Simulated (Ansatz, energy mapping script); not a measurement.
## VOF2 monolayer: J from the energies of magnetic orders (0.5 holes a magnetic atom)

Wanted: the magnetic order of VOF2 monolayer, its couplings and an estimate of its ordering temperature, by LDA+U (1.92 eV).

Calculated with Ansatz 0.2.0; LDA with U = 1.92 eV on V d, ortho-atomic projectors; plane waves, U on orthogonalised atomic orbitals unless named otherwise, collinear spin, no spin–orbit coupling.

## Step 1: The starting structure

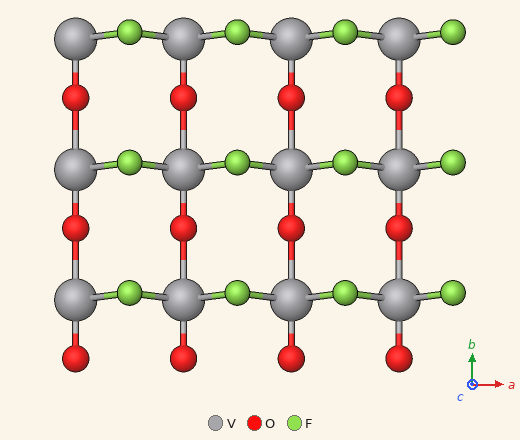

The cell as given, from above (vanadium grey, oxygen red, fluorine green). 4×3×1 cells are drawn.

The cell holds 4 atoms: 1 V, 1 O and 2 F. Cell: a = 3.085 Å, b = 3.732 Å, c = 17.495 Å, α = 90.0°, β = 90.0°, γ = 90.0°. It derives from VOF2. one layer cut from the bulk crystal, unrelaxed, 15 A of vacuum. Vacuum lies along c.

The cell comes from a database of computed structures, and need not be the one that the compound takes in experiment.

This cell differs from the given one by: 0.5 holes a magnetic atom. The charge is balanced by a uniform background.

A Hubbard U penalises fractional filling of the shell. It raises the cost of virtual hops to the neighbours, so couplings that rest on such hops usually weaken.

## Step 2: A run to fix the orbital filling

A corrected shell can settle in several orbital fillings. One parallel run, with an occupation width a fifth wider than the orders use, therefore is to supply the occupation matrices. All orders start from them.

The input, input.yaml:

```yaml
crystal:
  lattice:
    - [3.085137, 0.0, 0.0]
    - [0.0, 3.731866, 0.0]
    - [0.0, 0.0, 17.495121]
  atoms:
    - { symbol: V, position: [0.480221, 0.468864, 0.5], spin: 2.0 }
    - { symbol: O, position: [0.480221, 0.018247, 0.5] }
    - { symbol: F, position: [0.980221, 0.522729, 0.428691] }
    - { symbol: F, position: [0.980221, 0.522729, 0.571309] }
magnetization:
  spin_polarized: true
total_charge: 0.5
kpoints:
  mp_grid: { grid: [11, 9, 1] }
hamiltonian:
  xc: lda
  hubbard:
    sites: [{ species: V, l: d, u_eff: 1.92 }]
    projectors: ortho-atomic
scf:
  occupations: { method: fermi_dirac, width: 0.084 }
output:
  eigenvalues: true
```

On the command line:

```bash
$ ansatz run input.yaml --threads 4 --pin off --max-ram 8192MiB --backend cpu --events-out ev --progress --plain --runs-dir out
```

Numbers of over 12 decimals in the logs are rounded to 6 here.

The log of the run:

```text
Engine: ansatz 0.2.0, aarch64-unknown-linux-gnu
Pseudopotentials: kind: paw
Pseudopotential: V, paw, valence charge 13, recommended cutoff 420 eV (normal), V.paw.azcp
Pseudopotential: O, paw, valence charge 6, recommended cutoff 420 eV (normal), O.paw.azcp
Pseudopotential: F, paw, valence charge 7, recommended cutoff 420 eV (normal), F.paw.azcp
Functional definition: SPW92
  exchange = slater_x
  correlation = pw_c
Crystal: 4 atoms, lattice volume = 201.427 Å³
Basis set: ecut = 420 eV, 3905 PW (Γ)
Bands: 22, of which v1, the nominal top of the filled ones, is band 16 counted from 1 (15 counted from 0)
Symmetry: 4 space group operations
Space group: Pmm2 (ITA 25), of the structure as read, at distance tolerance 5.9e-5 Å
Magnetic group: BNS 25.57 (UNI 155), of the structure as read, at distance tolerance 5.9e-5 Å
k-points: 30 of 99 (time reversal used)
Non-local potential: V, projectors of the file, l = 0: 3, l = 1: 2, l = 2: 3, l = 3: 1
Non-local potential: O, projectors of the file, l = 0: 2, l = 1: 2, l = 2: 1
Non-local potential: F, projectors of the file, l = 0: 2, l = 1: 2, l = 2: 1
PAW form: soft (Blöchl's): semilocal exchange-correlation on the pseudo side does not see the compensation charge
PAW frozen core: V, regenerated for the run's functional, and the local potential with it (the file was generated under x = pbe(κ = 0.804, μ = 0.219515), c = pbe(β = 0.066725))
PAW frozen core: O, regenerated for the run's functional, and the local potential with it (the file was generated under x = pbe(κ = 0.804, μ = 0.219515), c = pbe(β = 0.066725))
PAW frozen core: F, regenerated for the run's functional, and the local potential with it (the file was generated under x = pbe(κ = 0.804, μ = 0.219515), c = pbe(β = 0.066725))
PAW one-centre angular grid: V, 590 points (default); XC on 64 Gauss nodes
PAW one-centre angular grid: O, 110 points (default); XC on 64 Gauss nodes
PAW one-centre angular grid: F, 110 points (default); XC on 64 Gauss nodes
Initial density: superposition of atomic densities (neutral atoms scaled as one to the charged cell's electrons: chi_scale 0, normalization atom)
Starting moments: Σ|m| = 2 μB on 1 of 4 sites
Initial wavefunctions: pseudopotential atomic-orbital guess
Functional: x = slater, c = lda
SCF iter   1: F=—  HF=-5002.845809 eV  |F-HF|=—  |Δ(HF+E_count)|=         —  Δρ=6.55e-2 (↑6.55e-2 ↓4.75e-2)  dr2=1.95e1  dr2_m=1.57e0  M=0.500 μB ∫|m|=0.901 μB  β_m=0.30  ethr=3.10e-3  ⟨swp⟩=11.1  Hψ=9408  notcnv=0
preconditioner: auto → none  [metal: Δε(μ)=0.045 eV  Ē_g=10.651 eV  σ=0.084 eV  W_gap=0.13  n_scr=24 (ndim 8)  ℏωp=11.8 eV  f_vac=0.716  D(μ)=2.80/eV (n_scr^D=8)  sad-step TF]
[...]
SCF iter  16: F=-4999.433777 eV  HF=-4999.433777 eV  |F-HF|=2.53e-9  |Δ(HF+E_count)|=   1.37e-7  Δρ=2.56e-6 (↑2.56e-6 ↓2.23e-6)  dr2=4.33e-9  dr2_m=9.30e-9  M=0.500 μB ∫|m|=0.848 μB  β_m=0.78  ethr=2.84e-10  ⟨swp⟩=3.4  Hψ=3460  notcnv=0
iter 17 met the thresholds in force, and the SCF goes on: an eigenvalue changes by 3.19 meV, over its tolerance of 1.00 meV (output.eigenvalues, Limitations)
SCF iter  17: F=-4999.433777 eV  HF=-4999.433777 eV  |F-HF|=4.94e-9  |Δ(HF+E_count)|=   7.35e-9  Δρ=1.23e-6 (↑1.23e-6 ↓8.53e-7)  dr2=5.84e-9  dr2_m=7.21e-10  M=0.500 μB ∫|m|=0.848 μB  β_m=0.76  ethr=1.33e-11  ⟨swp⟩=1.8  Hψ=4448  notcnv=0
SCF iter  18: F=-4999.433777 eV  HF=-4999.433777 eV  |F-HF|=6.91e-11  |Δ(HF+E_count)|=  3.26e-10  Δρ=2.30e-7 (↑2.28e-7 ↓2.30e-7)  dr2=1.16e-10  dr2_m=6.74e-11  M=0.500 μB ∫|m|=0.848 μB  ethr=1.33e-11  ⟨swp⟩=1.3  Hψ=3746  notcnv=0
SCF 1 converged in 18 iterations: F = -4999.433777 eV  dr2 = 1.16e-10
[...]
SCF converged after 18 iterations
an eigenvalue changed by more than its tolerance at an iteration that met the thresholds in force, so the SCF went on 1 time: the last check found none over its tolerance
Magnetization: 0.5000 μB (16.5000 up, 16.0000 down)
Absolute magnetization: 0.8481 μB (∫|ρ↑−ρ↓|, with the PAW one-centre terms)
Spin contamination: 0.0196 ħ² per cell (⟨S²⟩ above its minimum at these occupations)
Per-site moments (μB) at R_I (Å): [(0.463981, 0.693677), (-0.098669, 0.693677), (-0.023646, 0.822555), (-0.023646, 0.822555)]
Free energy (F): -4999.433777 eV
Harris-Foulkes:  -4999.433777 eV  (|F-HF|=6.91e-11)
Internal energy: -4999.383817 eV  (E = F + TS)
E sigma→0 (E₀):  -4999.408797 eV
Entropy (-TS):   -0.049959 eV (-12.490 meV/atom)
Fermi energy:    -11.565938 eV
--- Per-component energies (eV) ---
  E_band       = -930.318269
  E_kinetic    = 903.241647
  E_local      = -19504.635979  (includes V_loc(G=0)·N_el)
  E_nonlocal   = 152.254455
  E_hartree    = 9162.735481
  E_xc         = -349.508550
  E_vxc        = -449.144698  (∫ρ·V_xc dr)
  E_hubbard    = 1.905983  (on-site DFT+U / exact-exchange correction)
  E_vhub       = 0.878095  (the Hubbard potential's part of the band-sum identity)
  E_paw        = -1576.326880  (= ΣΔE_a)
  E_vpaw       = -358.389342  (= ΣTr[D̂ρ^β])
  E_aug_tail   = 0.006725  (compensation charges beyond the density's cutoff)
  E_ewald      = 6210.273726
  E_core_change = 0.669575  (= ΣΔE_core)
  E_smearing   = -0.049959  (= −TS)
  E_closure    = 0.000000  (closes the sum)
  E_deformation_potential = 1.614609  (in the stress; not in F)
  Σ components = -4999.433777   (vs F -4999.433777, Δ=0.00e0)
--- Band table (eV; the first three rows and the last of 60) ---
  k-point 0 ↑: bands = [... 12 lower, -14.2782, -13.7698, -13.7399, -13.3567, -11.5275, -10.7845, -10.5966, -9.1588, ... 2 higher]
  k-point 1 ↑: bands = [... 12 lower, -14.2765, -14.0247, -13.5961, -13.5197, -11.5272, -10.5576, -10.4625, -8.7861, ... 2 higher]
  k-point 2 ↑: bands = [... 12 lower, -14.4497, -14.2717, -13.8500, -13.3544, -11.5238, -10.0998, -10.0605, -8.5653, ... 2 higher]
  k-point 29 ↓: bands = [... 12 lower, -15.0451, -14.7974, -14.3219, -13.2869, -9.7599, -9.0430, -8.9614, -8.8159, ... 2 higher]
Occupation matrices written to <dir>
```

Wall time 13 s (4 threads of Arm Neoverse V1, shared host); peak memory 0.6 GiB.

Numbers from this step:

```
final state                       : ferromagnetic
electrons in the corrected shells : 3.056 e
largest moment                    : 0.464 μB
```

## Step 3: Order 1: parallel, cell A of 8 atoms

The parallel order is the zero of energy for this cell and mesh.

The input, input.yaml:

```yaml
crystal:
  lattice:
    - [6.170274, 0.0, 0.0]
    - [0.0, 3.731866, 0.0]
    - [0.0, 0.0, 17.495121]
  atoms:
    - { symbol: V, position: [0.2401105, 0.468864, 0.5], spin: 2.0 }
    - { symbol: V, position: [0.7401105, 0.468864, 0.5], spin: 2.0 }
    - { symbol: O, position: [0.2401105, 0.018247, 0.5] }
    - { symbol: O, position: [0.7401105, 0.018247, 0.5] }
    - { symbol: F, position: [0.4901105, 0.522729, 0.428691] }
    - { symbol: F, position: [0.9901105, 0.522729, 0.428691] }
    - { symbol: F, position: [0.4901105, 0.522729, 0.571309] }
    - { symbol: F, position: [0.9901105, 0.522729, 0.571309] }
magnetization:
  spin_polarized: true
total_charge: 1.0
kpoints:
  mp_grid: { grid: [6, 9, 1] }
hamiltonian:
  xc: lda
  hubbard:
    sites:
      - { species: V, l: d, u_eff: 1.92 }
      - { site: 0, l: d, u_eff: 1.92, starting_ns: [{ spin: up, occupation_matrix: v1_major }, { spin: down, occupation_matrix: v1_minor }] }
      - { site: 1, l: d, u_eff: 1.92, starting_ns: [{ spin: up, occupation_matrix: v1_major }, { spin: down, occupation_matrix: v1_minor }] }
    projectors: ortho-atomic
    occupation_matrices:
      v1_major:
        matrix:
          - [0.53, 0.0, 0.0, -0.095, 0.0]
          - [0.0, 0.263, 0.0, 0.0, 0.0]
          - [0.0, 0.0, 0.321, 0.0, 0.0]
          - [-0.095, 0.0, 0.0, 0.411, 0.0]
          - [0.0, 0.0, 0.0, 0.0, 0.339]
      v1_minor:
        matrix:
          - [0.132, 0.0, 0.0, 0.088, 0.0]
          - [0.0, 0.24, 0.0, 0.0, 0.0]
          - [0.0, 0.0, 0.258, 0.0, 0.0]
          - [0.088, 0.0, 0.0, 0.291, 0.0]
          - [0.0, 0.0, 0.0, 0.0, 0.27]
scf:
  occupations: { method: fermi_dirac, width: 0.07 }
output:
  eigenvalues: true
```

The log of the run:

```text
[...]
Crystal: 8 atoms, lattice volume = 402.854 Å³
Basis set: ecut = 420 eV, 7863 PW (Γ)
Bands: 43, of which v1, the nominal top of the filled ones, is band 33 counted from 1 (32 counted from 0)
Symmetry: 8 space group operations
[...]
k-points: 20 of 54 (time reversal used)
[...]
Starting moments: Σ|m| = 4 μB on 2 of 8 sites
[...]
SCF iter   1: F=—  HF=-10006.026984 eV  |F-HF|=—  |Δ(HF+E_count)|=         —  Δρ=6.73e-2 (↑6.73e-2 ↓4.66e-2)  dr2=3.85e1  dr2_m=3.39e0  M=1.000 μB ∫|m|=1.584 μB  β_m=0.30  ethr=3.10e-3  ⟨swp⟩=12.0  Hψ=9713  notcnv=0
[...]
SCF iter  21: F=-9998.851535 eV  HF=-9998.851535 eV  |F-HF|=2.02e-10  |Δ(HF+E_count)|=   4.65e-9  Δρ=1.30e-7 (↑8.72e-8 ↓1.30e-7)  dr2=2.06e-10  dr2_m=4.31e-12  M=1.000 μB ∫|m|=1.706 μB  ethr=1.42e-12  ⟨swp⟩=1.6  Hψ=5338  notcnv=0
SCF 1 converged in 21 iterations: F = -9998.851535 eV  dr2 = 2.06e-10
[...]
SCF converged after 21 iterations
[...]
Magnetization: 1.0000 μB (33.0000 up, 32.0000 down)
Absolute magnetization: 1.7062 μB (∫|ρ↑−ρ↓|, with the PAW one-centre terms)
[...]
Per-site moments (μB) at R_I (Å): [(0.465774, 0.693677), (0.465774, 0.693677), (-0.099048, 0.693677), (-0.099048, 0.693677), (-0.024578, 0.822555), (-0.024578, 0.822555), (-0.024578, 0.822555), (-0.024578, 0.822555)]
Free energy (F): -9998.851535 eV
[...]
Internal energy: -9998.772994 eV  (E = F + TS)
E sigma→0 (E₀):  -9998.812265 eV
Entropy (-TS):   -0.078541 eV (-9.818 meV/atom)
Fermi energy:    -11.563772 eV
[...]
--- Specified on-site occupations, and those of the state reported ---
  electrons in the specified blocks: 6.1100 specified, 6.1136 found
  site 0 (l=d) ↑: largest change of an orbital's occupation 0.0043; electrons 1.8640 specified, 1.8671 found; spectral distance 0.0032
[...]
site 0 (l=d) ↓: largest change of an orbital's occupation 0.0010; electrons 1.1910 specified, 1.1897 found; spectral distance 0.0008
[...]
--- Band table (eV; the first three rows and the last of 40) ---
  k-point 0 ↑: bands = [... 29 lower, -13.7367, -13.6449, -13.3522, -11.7315, -11.5253, -10.9144, -10.7791, -10.5942, ... 6 higher]
  k-point 1 ↑: bands = [... 29 lower, -13.8204, -13.5934, -13.5153, -11.7304, -11.5252, -10.6783, -10.5523, -10.4600, ... 6 higher]
  k-point 2 ↑: bands = [... 29 lower, -13.8456, -13.5232, -13.3520, -11.7273, -11.5220, -10.1586, -10.1225, -10.0972, ... 6 higher]
  k-point 19 ↓: bands = [... 29 lower, -13.6058, -13.5502, -13.5502, -9.7425, -9.7425, -8.9936, -8.9936, -8.9621, ... 6 higher]
Occupation matrices written to <dir>
```

It took 44 s on 4 threads; peak memory 1.1 GiB.

Spin moment in the sphere by atom:

```csv
atom,spin moment in the sphere (μB)
V1,0.466
V2,0.466
O3,-0.099
O4,-0.099
F5,-0.025
F6,-0.025
F7,-0.025
F8,-0.025
```

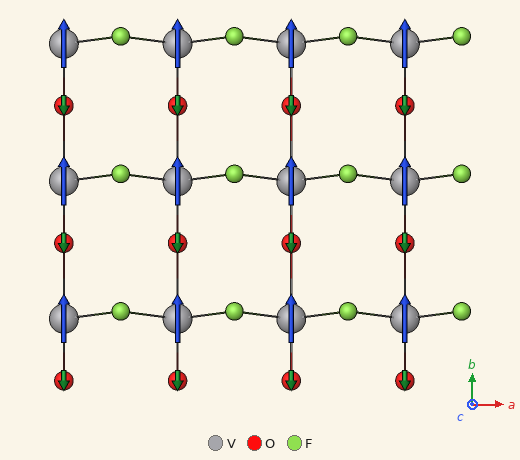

Spin moment in the sphere as arrows, the longest 0.466 μB. Up and down stand for the sign. Arrows give size and sign along the axis of quantisation, drawn up and down the page. Each arrow also spans its atom, so small moments look longer than they are. The two directions have two colours. 2×3×1 cells are drawn.

The run ends ferromagnetic.

## Step 4: Order 2: compensated +−, cell A of 8 atoms

This order reverses 2 of the 2 neighbours at 3.08 Å and 0 of the 2 neighbours at 3.73 Å, counted for an average magnetic atom.

input.yaml, as its differences from that of step 3:

```diff
@@ -7,3 +7,3 @@
     - { symbol: V, position: [0.2401105, 0.468864, 0.5], spin: 2.0 }
-    - { symbol: V, position: [0.7401105, 0.468864, 0.5], spin: 2.0 }
+    - { symbol: V, position: [0.7401105, 0.468864, 0.5], spin: -2.0 }
     - { symbol: O, position: [0.2401105, 0.018247, 0.5] }
@@ -25,3 +25,3 @@
       - { site: 0, l: d, u_eff: 1.92, starting_ns: [{ spin: up, occupation_matrix: v1_major }, { spin: down, occupation_matrix: v1_minor }] }
-      - { site: 1, l: d, u_eff: 1.92, starting_ns: [{ spin: up, occupation_matrix: v1_major }, { spin: down, occupation_matrix: v1_minor }] }
+      - { site: 1, l: d, u_eff: 1.92, starting_ns: [{ spin: up, occupation_matrix: v1_minor }, { spin: down, occupation_matrix: v1_major }] }
     projectors: ortho-atomic
```

The log of the run:

```text
[...]
Crystal: 8 atoms, lattice volume = 402.854 Å³
Basis set: ecut = 420 eV, 7863 PW (Γ)
Bands: 43, of which v1, the nominal top of the filled ones, is band 33 counted from 1 (32 counted from 0)
Symmetry: 4 space group operations
[...]
k-points: 20 of 54 (time reversal used)
[...]
Starting moments: Σ|m| = 4 μB on 2 of 8 sites
Starting magnetic order: antiferromagnet; a translation exchanges its spin sublattices: spin-degenerate at every k-point
[...]
SCF iter   1: F=—  HF=-10006.011126 eV  |F-HF|=—  |Δ(HF+E_count)|=         —  Δρ=5.79e-2 (↑5.79e-2 ↓5.79e-2)  dr2=3.85e1  dr2_m=3.39e0  M=-0.000 μB ∫|m|=1.515 μB  β_m=0.30  ethr=3.10e-3  ⟨swp⟩=11.9  Hψ=9820  notcnv=0
[...]
SCF iter  40: F=-9998.826927 eV  HF=-9998.826927 eV  |F-HF|=4.46e-10  |Δ(HF+E_count)|=  1.82e-12  Δρ=1.82e-7 (↑1.73e-7 ↓1.82e-7)  dr2=4.65e-10  dr2_m=1.41e-11  M=-0.000 μB ∫|m|=1.521 μB  ethr=1.00e-12  ⟨swp⟩=1.6  Hψ=4743  notcnv=0
SCF 1 converged in 40 iterations: F = -9998.826927 eV  dr2 = 4.65e-10
[...]
SCF converged after 40 iterations
[...]
Magnetization: -0.0000 μB (32.5000 up, 32.5000 down)
Absolute magnetization: 1.5235 μB (∫|ρ↑−ρ↓|, with the PAW one-centre terms)
[...]
Per-site moments (μB) at R_I (Å): [(0.433142, 0.693677), (-0.433174, 0.693677), (-0.088016, 0.693677), (0.088023, 0.693677), (1.9248712482536732e-7, 0.822555), (1.9248712482463114e-7, 0.822555), (1.924871248421367e-7, 0.822555), (1.924871248071716e-7, 0.822555)]
Free energy (F): -9998.826927 eV
[...]
Internal energy: -9998.735371 eV  (E = F + TS)
E sigma→0 (E₀):  -9998.781149 eV
Entropy (-TS):   -0.091556 eV (-11.445 meV/atom)
Fermi energy:    -11.564593 eV
[...]
--- Specified on-site occupations, and those of the state reported ---
  electrons in the specified blocks: 6.1100 specified, 6.1044 found
[...]
--- Band table (eV; the first three rows and the last of 40) ---
  k-point 0 ↑: bands = [... 29 lower, -13.7579, -13.6719, -13.3982, -11.6199, -10.8237, -10.7032, -10.2749, -10.2284, ... 6 higher]
  k-point 1 ↑: bands = [... 29 lower, -13.8587, -13.6614, -13.5482, -11.6201, -10.6138, -10.5136, -10.1298, -10.1020, ... 6 higher]
  k-point 2 ↑: bands = [... 29 lower, -13.8743, -13.5838, -13.4137, -11.6181, -10.1456, -10.1083, -9.9095, -9.7427, ... 6 higher]
  k-point 19 ↓: bands = [... 29 lower, -13.5866, -13.5640, -13.5323, -11.4819, -9.8235, -9.3746, -9.3687, -9.1609, ... 6 higher]
Occupation matrices written to <dir>
```

Run time: 89 s. Hardware: 4 threads; peak memory 1.7 GiB.

Spin moment in the sphere by atom:

| atom | spin moment in the sphere (μB) |
| --- | --- |
| V1 | 0.433 |
| V2 | -0.433 |
| O3 | -0.088 |
| O4 | 0.088 |
| F5 | 0.000 |
| F6 | 0.000 |
| F7 | 0.000 |
| F8 | 0.000 |

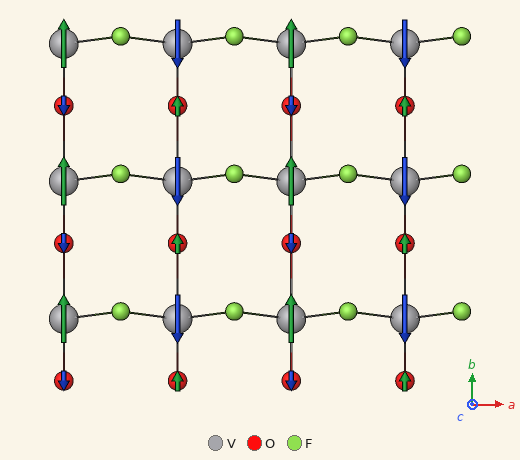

Spin moment in the sphere as arrows, the longest 0.433 μB. Up and down stand for the sign. Arrows give size and sign along the axis of quantisation, drawn up and down the page. Each arrow also spans its atom, so small moments look longer than they are. The two directions have two colours. 2×3×1 cells are drawn.

The run ends antiferromagnetic, 15.56 meV a magnetic atom above the parallel order of its cell (energies taken at zero occupation width, not the printed F).

## Step 5: Parallel start in cell B (8 atoms)

The parallel order again, as the reference for this cell.

This run holds the same structure in another cell (a 6.170 → 3.085 Å, b 3.732 → 7.464 Å).

The input, input.yaml:

```yaml
crystal:
  lattice:
    - [3.085137, 0.0, 0.0]
    - [0.0, 7.463732, 0.0]
    - [0.0, 0.0, 17.495121]
  atoms:
    - { symbol: V, position: [0.480221, 0.234432, 0.5], spin: 2.0 }
    - { symbol: V, position: [0.480221, 0.734432, 0.5], spin: 2.0 }
    - { symbol: O, position: [0.480221, 0.0091235, 0.5] }
    - { symbol: O, position: [0.480221, 0.5091235, 0.5] }
    - { symbol: F, position: [0.980221, 0.2613645, 0.428691] }
    - { symbol: F, position: [0.980221, 0.7613645, 0.428691] }
    - { symbol: F, position: [0.980221, 0.2613645, 0.571309] }
    - { symbol: F, position: [0.980221, 0.7613645, 0.571309] }
magnetization:
  spin_polarized: true
total_charge: 1.0
kpoints:
  mp_grid: { grid: [11, 5, 1] }
hamiltonian:
  xc: lda
  hubbard:
    sites:
      - { species: V, l: d, u_eff: 1.92 }
      - { site: 0, l: d, u_eff: 1.92, starting_ns: [{ spin: up, occupation_matrix: v1_major }, { spin: down, occupation_matrix: v1_minor }] }
      - { site: 1, l: d, u_eff: 1.92, starting_ns: [{ spin: up, occupation_matrix: v1_major }, { spin: down, occupation_matrix: v1_minor }] }
    projectors: ortho-atomic
    occupation_matrices:
      v1_major:
        matrix:
          - [0.53, 0.0, 0.0, -0.095, 0.0]
          - [0.0, 0.263, 0.0, 0.0, 0.0]
          - [0.0, 0.0, 0.321, 0.0, 0.0]
          - [-0.095, 0.0, 0.0, 0.411, 0.0]
          - [0.0, 0.0, 0.0, 0.0, 0.339]
      v1_minor:
        matrix:
          - [0.132, 0.0, 0.0, 0.088, 0.0]
          - [0.0, 0.24, 0.0, 0.0, 0.0]
          - [0.0, 0.0, 0.258, 0.0, 0.0]
          - [0.088, 0.0, 0.0, 0.291, 0.0]
          - [0.0, 0.0, 0.0, 0.0, 0.27]
scf:
  occupations: { method: fermi_dirac, width: 0.07 }
output:
  eigenvalues: true
```

The log of the run:

```text
[...]
Crystal: 8 atoms, lattice volume = 402.854 Å³
Basis set: ecut = 420 eV, 7857 PW (Γ)
Bands: 43, of which v1, the nominal top of the filled ones, is band 33 counted from 1 (32 counted from 0)
Symmetry: 8 space group operations
[...]
k-points: 18 of 55 (time reversal used)
[...]
Starting moments: Σ|m| = 4 μB on 2 of 8 sites
[...]
k-point 1 ↑: bands = [... 29 lower, -13.6199, -13.4872, -13.1816, -11.5253, -11.5142, -10.5922, -10.4851, -9.4394, ... 6 higher]
  k-point 2 ↑: bands = [... 29 lower, -13.7777, -13.3928, -13.2470, -11.5229, -11.5183, -10.1827, -10.1618, -9.7818, ... 6 higher]
  k-point 17 ↓: bands = [... 29 lower, -14.0354, -13.6764, -13.4395, -9.8703, -9.8108, -9.7610, -9.7012, -9.4110, ... 6 higher]
Occupation matrices written to <dir>
[key lines of the parts left out:]
SCF converged after 19 iterations
Magnetization: 1.0000 μB (33.0000 up, 32.0000 down)
Free energy (F): -9998.851558 eV
Fermi energy:    -11.563793 eV
```

Wall time 32 s (4 threads); peak memory 1 GiB; 2 min of CPU time.

The run ends ferromagnetic. For each magnetic atom its energy differs from the parallel run of the first cell by -0.01 meV, an error that one common reference would have brought in.

[end of part 1 of 2]

[Logs and program files are shortened in this print: banners, set-up blocks, solver, clock and traceback lines can be left out without a mark of their own.]

[Logs are printed without paths, hosts, clocks, repeated set-up lines and the standing remarks that a program may print on its own settings, such as how far it seeks lower states.]

[Hosts, paths, dates, database ids (printed as entryN), source tags and the programs' standing remarks are cut or masked in the printed files.]

[Where a cell is said to come from a database of computed structures, the database is the Materials Project.]
